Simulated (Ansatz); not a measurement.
Ligand exchange: Sn(CH3)Br + GeH2(CH3)(SH) → Sn(CH3)(SH) + GeH2(CH3)Br

Species: Sn(CH3)Br, singlet; GeH2(CH3)(SH), singlet; Sn(CH3)(SH), singlet; GeH2(CH3)Br, singlet. The partners trade Br for SH: Sn–Br and Ge–SH bonds give way to Sn–SH and Ge–Br.

Shapes, held fixed at every level: PBE0-D4/def2-TZVP. Flexible molecules stand in one conformer, not always the lowest. Programs: Ansatz 0.2.0. The zero-point and thermal change to 298 K, harmonic and unscaled (PBE0-D4/def2-TZVP), is +0.3 kJ/mol.

```
                level                    kind  ΔH(298 K) (kJ/mol)  less CCSD(T)/def2-TZVPP  CPU time (sum over the molecules)
     SPW92/def2-TZVPP                     LDA                +1.6                     -1.8                              8.4 s
  BHLYP-D4/def2-TZVPP           global hybrid                +7.6                     +4.2                               22 s
   PBE0-D4/def2-TZVPP           global hybrid                +5.5                     +2.1                               21 s
r2SCAN0-D4/def2-TZVPP           global hybrid                +5.7                     +2.3                               35 s
   wB97M-V/def2-TZVPP  range-separated hybrid                +5.7                     +2.3                               77 s
   wB97X-V/def2-TZVPP  range-separated hybrid                +7.2                     +3.8                               54 s
         MP2/def2-SVP     perturbation theory                +7.5                     +4.1                                  –
   CCSD(T)/def2-TZVPP   coupled cluster or CI                +3.4                      0.0                            6.9 min
```

The highest level, CCSD(T)/def2-TZVPP, gives ΔH(298 K) = +3.4 kJ/mol; the levels span +1.6 to +7.6. That is about zero within the method's error. The column of differences is taken from that level and isn't an error. No measured value is set beside it here. For atoms past krypton def2 sets carry core potentials with scalar relativity. Relativity is left out for Br, Ge. Outer-core shells of Br, Ge, Sn are correlated, in sets that cover them unevenly. Times are processor times on shared x86 and Arm servers, and rough.

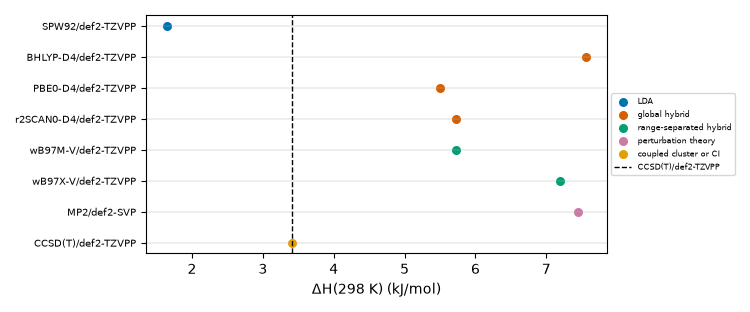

The values of the table, level by level.
